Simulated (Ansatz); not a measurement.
# AlH₂F (singlet): wave-function methods side by side, cc-pVDZ

Aim: climb from Hartree-Fock through coupled cluster for AlH₂F (singlet) at one geometry and basis, and see what each rung misses.

Method: cc-pVDZ, core rule «outside noble gas», up to 6 orbitals frozen; program: Ansatz 0.2.0, Gaussian basis.

The runs, in order: UHF; CCSD(T) on RHF; BCCD(T) on RHF; CISD; CCSDT(Q) on RHF; CCSDTQ on RHF.

9 further runs of the same task are left out: 6 for a known fault of the program, 3 set aside as unsound or not needed.

### 1 The geometry

The geometry is a PBE0/def2-TZVP stationary point (not a proven minimum).

4 atoms, charge 0, spin multiplicity 1.

Atoms are counted from 1 here; the program's logs count them from 0.

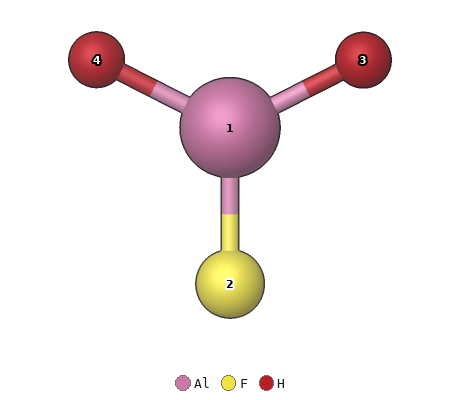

The geometry (aluminium pink, fluorine yellow, hydrogen red); atoms are numbered from 1 in the order of the file.

### 2 UHF

in.yaml

```yaml
crystal:
  periodic: [false, false, false]
  atoms:
    - {symbol: Al, position_ang: [0.000000, 0.000000, 0.623040]}
    - {symbol: F, position_ang: [0.000000, 0.000000, -1.026821]}
    - {symbol: H, position_ang: [0.000000, 1.404203, 1.338066]}
    - {symbol: H, position_ang: [0.000000, -1.404203, 1.338066]}
basis:
  gaussian: {orbitals: cc-pVDZ}
magnetization: {spin_polarized: true, initial_magnetization: 0}
hamiltonian: {xc: hf}
output: {orbitals: {seedname: orbitals}}
```

Command:

```
$ ansatz run in.yaml --threads 1 --pin off --events-out ev --progress --plain --max-ram 2816MiB --backend cpu
```

Further steps of the session: CCSD(T) on RHF; BCCD(T) on RHF; CISD; CCSDT(Q) on RHF; CCSDTQ on RHF.

Q: Predict the results of all the runs planned. Wanted: RCCSDTQ below the RHF energy; RMP2 from RCCSDTQ; RCCSD from RCCSDTQ; RCCSD(T) from RCCSDTQ; RCCSDT(Q) from RCCSDTQ; T1 diagnostic.

The runs gave:

```
                         quantity                                 value
     RCCSDTQ below the RHF energy                            -7.6021 eV
                RMP2 from RCCSDTQ                          +57.1 kJ/mol
               RCCSD from RCCSDTQ                          +11.9 kJ/mol
            RCCSD(T) from RCCSDTQ                           +2.2 kJ/mol
           RCCSDT(Q) from RCCSDTQ                           -0.1 kJ/mol
levels within 1 kcal/mol (43 meV)  RCCSD(T), BCCD(T), RCCSDT, RCCSDT(Q)
                    T1 diagnostic                                 0.014
```

In words: RCCSD(T) lands +2.2 kJ/mol from the yardstick (0.3 % of the correlation energy). These misses are within one basis, not against nature.
